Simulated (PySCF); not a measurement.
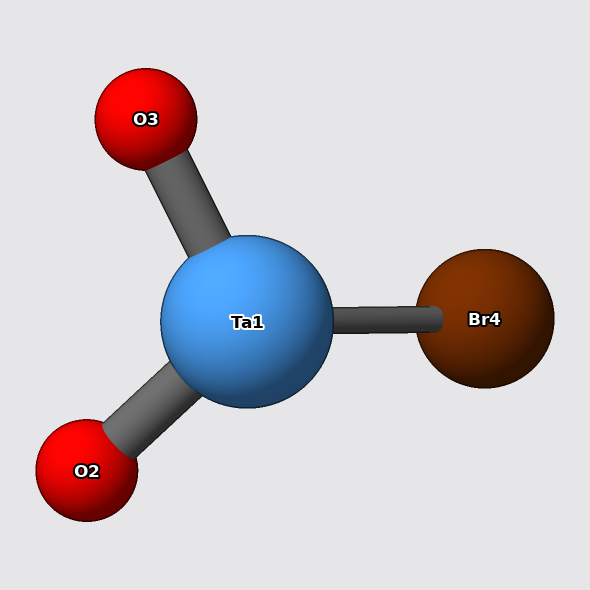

The thickness of each stick grows with its Mayer bond order. The species is neutral and a spin singlet. The computed structure is the end point of a PBE0/def2-TZVP with core potentials optimisation. Level of theory: PBE0/def2-TZVP, core potentials on Ta (PySCF 2.14.0).

List the Mayer bond orders of Ta1–O2, Ta1–Br4 (one bond of each equivalent set).

```
   bond  Mayer order  length (Å)
 Ta1–O2         2.13       1.723
Ta1–Br4         1.04       2.467
```

The search tried a few shapes and spins; others may lie lower.
